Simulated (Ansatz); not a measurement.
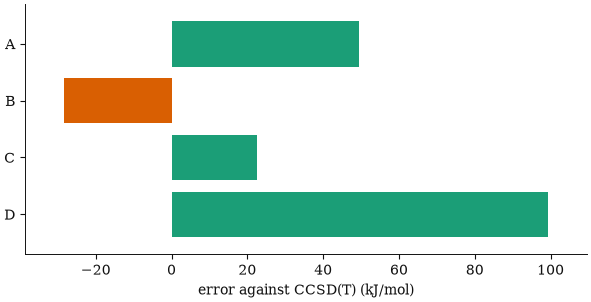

Error in the electronic atomisation energy (method less reference, so positive means overbinding) of CH₆BNSSi, SMILES BS/C(=N\[H])[SiH3]: functionals in def2-TZVPP against frozen-core CCSD(T) at the limit (MP2 extrapolated from triple and quadruple zeta, plus CCSD(T) less MP2 in a smaller set), which gives 3780.5 kJ/mol, at a PBE0-D4/def2-TZVP geometry (no frequency check), no zero-point or spin-orbit term, the Ansatz code 0.2.0. The reference leaves out core correlation, a term that grows with the number of heavy atoms. B2PLYP holds a correlation term that converges slowly with the basis, so part of the distance to the limit is basis error. No dispersion term is added to B2PLYP. Limit means the basis limit.

> The letters stand for B2PLYP, MP2 limit, PBE-D4 and PBE0-D4. Which is which?

A: MP2 limit (49.3 kJ/mol); B: B2PLYP (−28.5 kJ/mol); C: PBE0-D4 (22.5 kJ/mol); D: PBE-D4 (99.4 kJ/mol).

Caveats, for all or some of the runs: one conformer of a flexible molecule.
